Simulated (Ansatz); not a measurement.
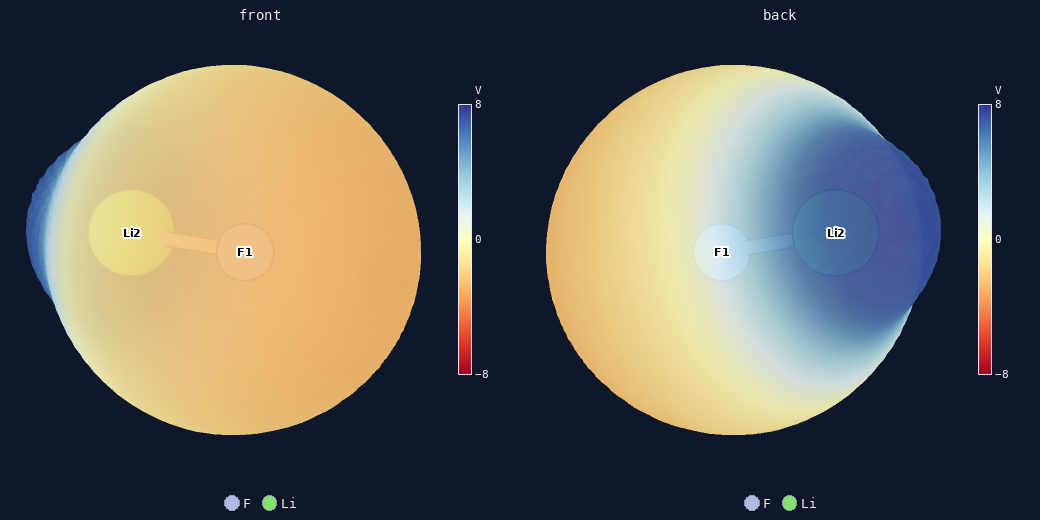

Figure 1: LiF (SMILES [Li][F]). The molecular electrostatic potential painted on the density surface at 0.001 e/bohr³, seen from the front and from behind; red is negative and blue positive.

Geometry: B3LYP-D4/def2-TZVP.

Level of theory: isolated molecule in a Gaussian basis; Kohn-Sham density functional theory, functional PBE0 in Ansatz.

Question: Describe the electrostatic potential map.

Answer: The most negative region (about −2.8 V) lies over F1, the most positive (about +7.4 V) over Li2.

Question: What dipole moment does the calculation give?

Answer: Its dipole moment is 6.23 D.
